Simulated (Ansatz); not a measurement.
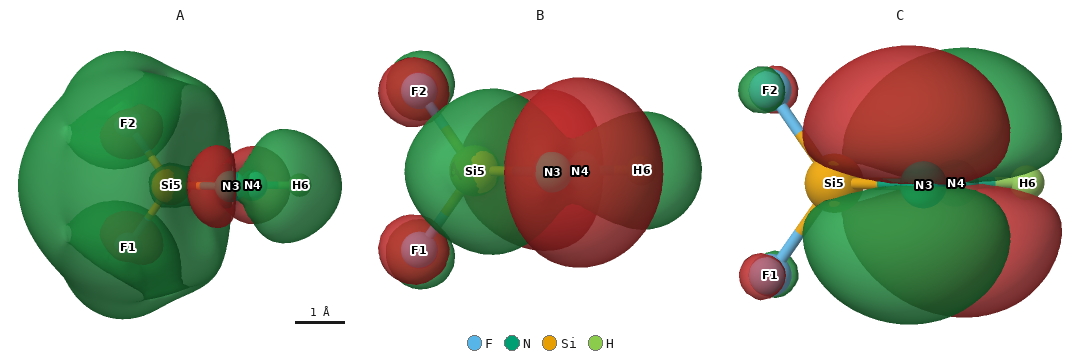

The picture shows: F₂HN₂Si (SMILES F[Si]1(F)[N]N1) (doublet). Three frontier orbitals at ±0.05 Å⁻³ᐟ² (green and red are the two phases), in no order.

Geometry: B3LYP-D3(BJ)/def2-SVP.

Level of theory: isolated molecule in a Gaussian basis; Kohn-Sham density functional theory, functional PBE0 in Ansatz.

Input file:

```
crystal:
  periodic: [false, false, false]
  atoms:
    - {symbol: F, position_ang: [-2.497598, 1.325533, 1.376490]}
    - {symbol: F, position_ang: [-1.129748, 1.116429, -0.752731]}
    - {symbol: "N", position_ang: [0.316115, 2.187207, 1.585138]}
    - {symbol: N, position_ang: [0.279027, 0.746057, 1.702926]}
    - {symbol: Si, position_ang: [-0.998020, 1.365426, 0.821686]}
    - {symbol: H, position_ang: [0.991143, 0.232335, 2.210355]}
basis:
  gaussian:
    orbitals: def2-TZVPD
magnetization:
  spin_polarized: true
  initial_magnetization: 1
hamiltonian:
  xc: pbe0
output:
  forces: true
  orbitals: {seedname: orbitals}
```

Command:

```sh
ansatz run input.yaml --threads 1 --pin off --max-ram 2610MiB --events-out events.jsonl --progress --plain --runs-dir runs
```

Question: Which picture is the HOMO−1, the HOMO and the LUMO? All are α orbitals.

Answer: B is the HOMO−1 (α) (−8.57 eV). By Hirshfeld shares it lies mainly on N3 (about 60 %), N4 (about 15 %) and Si5 (about 15 %). C is the HOMO (α) (−6.57 eV). It lies mainly on N3 (about 50 %) and N4 (about 35 %); π-antibonding (π*) across N3–N4. A is the LUMO (α) (−0.99 eV). It lies mainly on Si5 (about 60 %), F1 (about 10 %), F2 (about 10 %), N3 (about 10 %) and N4 (about 5 %).

Question: What is the gap between the highest occupied and lowest empty α orbitals?

Answer: 5.58 eV between the orbital energies.
